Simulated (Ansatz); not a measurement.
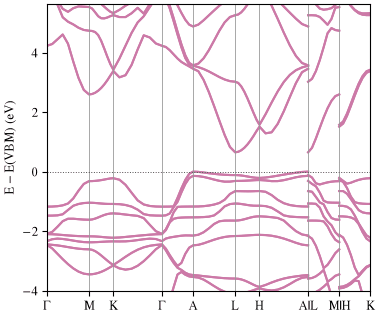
Figure: Band structure from the program Ansatz at the PBEsol with spin–orbit coupling level (PAW)

Task: Read off the gap and where the band edges lie.

Result: About 0.6 eV (0.65 eV by a search for the band edges); maximum at A, minimum at L.

The material is Na2PdC2 in space group P-3m1 (No. 164; Na on 2d, Pd on 1a, C on 2c).

The first step of the workflow began from a Materials Project structure, measured or hypothetical; the Crystallography Open Database copy checked does not list it. Whether it is the stable phase at ambient conditions was not checked. The cell was relaxed with PBEsol under the symmetry of its start; whether a distortion lowers the energy is not shown. No spin polarisation was allowed.

Potentials: the later of the program's two PAW sets.
